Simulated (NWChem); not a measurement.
**C2H3BrO (acetyl bromide): levels of theory compared**

We compute a comparison of 4 runs (HF/STO-3G, HF/3-21G, B3LYP/6-31G*) of C2H3BrO (acetyl bromide). 

Program for the calculation: NWChem 7.3.0.

6 further runs of the same task are left out: 1 that didn't finish, 5 set aside as unsound or not needed. Runs told in other sessions of the task aren't counted.

### Step 1. Starting point

C2H3BrO: 7 atoms, total charge 0, spin state singlet. As SMILES, `CC(=O)Br`. The C1–H6 distance was set to 1.418 Å, away from the relaxed value.

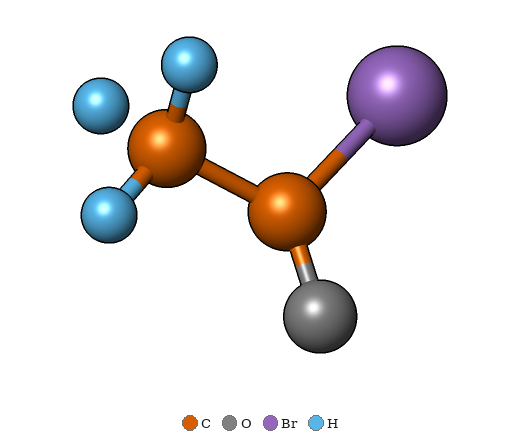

Viewed from a chosen angle; carbon orange, oxygen grey, bromine purple, hydrogen blue.

### Step 2. The energy at HF/STO-3G (run 1)

Input file c2h3bro.nw:

```
start c2h3bro
title "C2H3BrO energy"
memory 2200 mb
geometry noautosym nocenter noautoz
   C     0.515371    0.351729    0.331352
   C    -0.148069   -0.968621    0.140102
   O    -0.411349   -1.776481    0.952472
   Br   -0.593829   -1.289561   -1.759068
   H     0.745201    0.491049    1.387182
   H    -0.343270    1.379670   -0.135480
   H     1.424871    0.388879   -0.270168
end
basis spherical bse
   * library STO-3G
end
scf
   thresh 1e-08
   maxiter 80
end
task scf energy
```

Command:

```bash
$ nwchem c2h3bro.nw > c2h3bro.out
```

What it wrote:

```text
[...]
  functions       =    36
[...]
  wavefunction    = RHF
[...]
         Total SCF energy =  -2694.990864413670
      One-electron energy =  -4221.693234823524
      Two-electron energy =   1298.938138207420
 Nuclear repulsion energy =    227.764232202434
        Time for solution =      2.2s
[...]
```

It took 2.9 s on 1 thread of Intel Xeon Platinum 8559C (Emerald Rapids), shared host; peak memory 0.11 GiB.

### Step 3. A single-point energy at HF/3-21G (run 2)

Input file c2h3bro.nw:

```
echo
start c2h3bro
title "C2H3BrO energy"
memory stack 880 mb heap 220 mb global 1100 mb
charge 0

geometry noautosym nocenter noautoz
  C      0.515371     0.351729     0.331352
  C     -0.148069    -0.968621     0.140102
  O     -0.411349    -1.776481     0.952472
  Br    -0.593829    -1.289561    -1.759068
  H      0.745201     0.491049     1.387182
  H     -0.343270     1.379670    -0.135480
  H      1.424871     0.388879    -0.270168
end

basis spherical bse
  C library 3-21G
  O library 3-21G
  Br library 3-21G
  H library 3-21G
end

scf
  singlet
  rhf
  thresh 1e-08
  maxiter 80
  print medium
end

task scf energy
```

Command:

```bash
$ nwchem c2h3bro.nw > c2h3bro.out
```

What it wrote:

```text
[...]
  functions       =    55
[...]
  wavefunction    = RHF
[...]
         Total SCF energy =  -2711.493988779575
      One-electron energy =  -4229.664993127187
      Two-electron energy =   1290.406772145178
 Nuclear repulsion energy =    227.764232202434
        Time for solution =      2.2s
[...]
```

Wall time 2.9 s (1 thread of Intel Xeon Platinum 8559C (Emerald Rapids), shared host); peak memory 0.11 GiB.

### Step 4. The energy at B3LYP/6-31G(d) (spherical functions) (run 3)

Input file c2h3bro.xyz:

```xyz
7
acetyl bromide
C      0.515371     0.351729     0.331352
C     -0.148069    -0.968621     0.140102
O     -0.411349    -1.776481     0.952472
Br    -0.593829    -1.289561    -1.759068
H      0.745201     0.491049     1.387182
H     -0.343270     1.379670    -0.135480
H      1.424871     0.388879    -0.270168
```

Input file run.py:

```python
from ase.io import read
from ase.calculators.nwchem import NWChem

molecule = read('c2h3bro.xyz')

calc = NWChem(
    label='c2h3bro',
    theory='dft',
    memory='2200 mb',
    basis='6-31G*',
    basispar='spherical bse',
    dft={'xc': 'b3lyp', 'mult': '1', 'grid': 'xfine', 'convergence': 'energy 1e-08', 'iterations': '100', 'mulliken': None},
    task='energy',
)
molecule.calc = calc

print("Total energy (eV):", round(molecule.get_potential_energy(), 6))
print("dipole (e A):", molecule.get_dipole_moment().round(4))
```

Command:

```bash
$ export ASE_NWCHEM_COMMAND="nwchem PREFIX.nwi > PREFIX.nwo"
$ python run.py
```

What it wrote:

```text
Total energy (eV): -74207.696026
dipole (e A): [0.2748 0.5021 0.1308]
```

The calculator wrote c2h3bro.nwi:

```
title "c2h3bro"

permanent_dir c2h3bro

scratch_dir c2h3bro

start c2h3bro

geometry units angstrom nocenter noautosym noautoz
  C  5.1537100000000002e-01 3.5172900000000001e-01 3.3135199999999998e-01
  C  -1.4806900000000001e-01 -9.6862099999999995e-01 1.4010200000000000e-01
  O  -4.1134900000000002e-01 -1.7764810000000000e+00 9.5247199999999999e-01
  Br -5.9382900000000005e-01 -1.2895610000000000e+00 -1.7590680000000001e+00
  H  7.4520100000000000e-01 4.9104900000000001e-01 1.3871819999999999e+00
  H  -3.4327000000000002e-01 1.3796700000000000e+00 -1.3547999999999999e-01
  H  1.4248710000000000e+00 3.8887899999999997e-01 -2.7016800000000002e-01
end

memory 2200 mb

basis spherical bse noprint
   * library 6-31G*
end

dft
  xc b3lyp
  mult 1
  grid xfine
  convergence energy 1e-08
  iterations 100
  mulliken
end

task dft energy
```

c2h3bro.nwo (excerpt; [...] marks lines left out):

```text
[...]
      One electron energy =    -4242.634517735095
[... 1 line left out ...]
    Exchange-Corr. energy =     -111.793691665147
[... 6 lines left out ...]
                       DFT Final Molecular Orbital Analysis
[... 587 lines left out ...]
    Atom       Charge   Shell Charges
[...]
```

It took 23 s on 1 thread of Intel Xeon Platinum 8559C (Emerald Rapids), shared host; peak memory 0.14 GiB.

### Step 5. A single-point energy at B3LYP/6-31G(d) (Cartesian functions) (run 4)

Input file nw.nw:

```
start nw
title "acetyl bromide"
memory total 2200 mb
charge 0

geometry units atomic noautosym nocenter noautoz
C    0.97391004   0.66467148   0.62616453
C   -0.27980986  -1.83042841   0.26475441
O   -0.77733695  -3.35706256   1.79991122
Br  -1.12217417  -2.43691711  -3.32415675
H    1.40822580   0.92794812   2.62139407
H   -0.64868629   2.60719844  -0.25602010
H    2.69261595   0.73487481  -0.51054353
end

basis
* library 6-31G*
end

dft
xc b3lyp
grid xfine
convergence energy 1e-08
iterations 100
mulliken
end

task dft
```

Command:

```bash
$ nwchem nw.nw > nw.out
```

What it wrote:

```text
[...]
          Wavefunction type:  closed shell.
          No. of atoms     :     7
          No. of electrons :    58
[...]
          Charge           :     0
          Spin multiplicity:     1
[...]
          AO basis - number of functions:    86
[...]
              XC Information
              --------------
                         B3LYP Method XC Potential
                     Hartree-Fock (Exact) Exchange  0.200
                        Slater Exchange Functional  0.800 local
                    Becke 1988 Exchange Functional  0.720 non-local
              Lee-Yang-Parr Correlation Functional  0.810
                  VWN I RPA Correlation Functional  0.190 local
[...]
 d= 0,ls=0.0,diis     1  -2726.9427836861 -2.95D+03  2.14D-02  2.42D+00     2.7
[...]
 d= 0,ls=0.0,diis    11  -2727.0941085601 -5.60D-09  6.75D-07  2.13D-09    23.0
         Total DFT energy =    -2727.094108560149
      One electron energy =    -4242.515115081368
           Coulomb energy =     1399.388085236882
    Exchange-Corr. energy =     -111.731294710918
 Nuclear repulsion energy =      227.764215995254
[...]
      Total Density - Mulliken Population Analysis
     ---------------------------------------------
    Atom       Charge   Shell Charges
 -----------   ------   -------------------------------------------------------
    1 C    6     6.47   1.99  0.68  2.05  0.71  1.03  0.02
    2 C    6     5.63   1.99  0.74  1.89  0.43  0.52  0.05
    3 O    8     8.33   1.99  0.92  2.87  1.00  1.54  0.00
    4 Br  35    35.13   2.00  1.99  6.00  1.93  5.99  1.62  3.81  0.36  1.34  7.02  2.95  0.13
    5 H    1     0.80   0.52  0.28
    6 H    1     0.85   0.42  0.44
    7 H    1     0.79   0.52  0.27
[...]
```

Wall time 24 s (1 thread of Intel Xeon Platinum 8559C (Emerald Rapids), shared host); peak memory 0.14 GiB.

### Step 6. The series

```tsv
run	level	iteration cap	module	energy (Eh)	dipole moment (D)	HOMO energy (eV)	LUMO energy (eV)	wall time
1	HF/STO-3G	80	scf	-2694.990864	2.34	-8.52	6.92	2.9 s
2	HF/3-21G	80	scf	-2711.493989	3.15	-11.13	3.11	2.9 s
3	B3LYP/6-31G* (spherical functions)	100	dft	-2727.082551	2.82	-7.79	-1.47	23 s
4	B3LYP/6-31G* (Cartesian functions)	100	dft	-2727.094109	2.83	-7.80	-1.47	24 s
```

### Step 7. Results

```
            quantity           value
 run 4: total energy  -2727.09411 Eh
run 4: dipole moment          2.83 D
  run 4: HOMO energy        -7.80 eV
  run 4: LUMO energy        -1.47 eV
run 4: HOMO–LUMO gap         6.32 eV
```

**Reading.** The dipole moment (its size) runs from 2.34 D (HF/STO-3G) to 3.15 D (HF/3-21G). The HOMO–LUMO gap runs from 6.32 eV (B3LYP/6-31G*) to 15.43 eV (HF/STO-3G). The two ends differ in method and basis. In run 1 the basis is minimal, so the values are rough. All runs together took 52 s, the longest 24 s.
